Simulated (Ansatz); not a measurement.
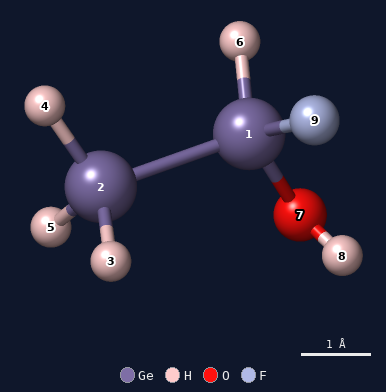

Ge₂H₅OF, before the relaxation. Style: ball-and-stick. Shown at a tilt.

The run prepares the start of a later molecular dynamics calculation, from a guessed geometry.

Level of theory: RKS PBE0-D4/def2-SVP (Ansatz).

Input file:
```yaml
crystal:
  periodic: [false, false, false]
  atoms:
    - { symbol: Ge, position_ang: [0.0, 0.0, 0.0] }
    - { symbol: Ge, position_ang: [0.0, 0.0, 2.4] }
    - { symbol: H, position_ang: [-1.3958, -0.4318, 2.9174] }
    - { symbol: H, position_ang: [1.0719, -0.9929, 2.9174] }
    - { symbol: H, position_ang: [0.324, 1.4247, 2.9174] }
    - { symbol: H, position_ang: [1.4616, 0.0, -0.5162] }
    - { symbol: O, position_ang: [-0.8337, 1.4443, -0.5894] }
    - { symbol: H, position_ang: [-1.7915, 1.2136, -0.8118] }
    - { symbol: F, position_ang: [-0.7913, -1.3709, -0.5594] }
basis:
  gaussian: { orbitals: def2-SVP }
hamiltonian:
  xc: pbe0
  dispersion: d4
relax:
  f_tol: 0.02
  max_steps: 40
output:
  orbitals: {}
```

Command:
```bash
ansatz run input.yaml --threads 2 --pin off --max-ram 3072MiB --backend cpu --events-out ev --progress --plain --runs-dir out
```

### Predict the outcome.

After 10 accepted moves (11 points after the start) the energy has fallen by 4.99 kcal/mol. The largest force component goes from 2.1 to 0.016 eV/Å. The line search rejected the trial step at point 6 of the run. The largest move after the best rigid fit is that of H8, 0.39 Å. By element the largest moves are H 0.39 Å, F 0.32 Å, O 0.27 Å, Ge 0.11 Å. Among the contacts that change: Ge1–F9 1.679 → 1.750 Å, O7–H8 1.010 → 0.964 Å, Ge1–Ge2 2.400 → 2.424 Å, Ge1–H6 1.550 → 1.534 Å. Bond angles that change, for instance: Ge2–Ge1–H6 109.5° → 119.1°, H6–Ge1–O7 109.5° → 104.8°, Ge2–Ge1–F9 109.5° → 105.3°. Groups turn about Ge1–O7 by about 40°, Ge1–Ge2 by about 20°. The run took 40 s on 2 threads of Arm Neoverse V2, with other jobs on the host, peak memory 0.31 GiB.

Final geometry:

```xyz
9

Ge    0.1006    0.0336   -0.0255
Ge   -0.0245    0.0155    2.3953
H    -1.4982   -0.1373    2.8112
H     0.7935   -1.1571    2.9599
H     0.5226    1.3416    2.9527
H     1.4639    0.2309   -0.7009
O    -0.9472    1.2595   -0.7532
H    -1.8550    1.2262   -0.4319
F    -0.5104   -1.5259   -0.5321
```

The end point in the same view:

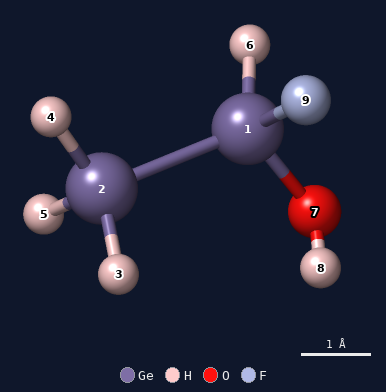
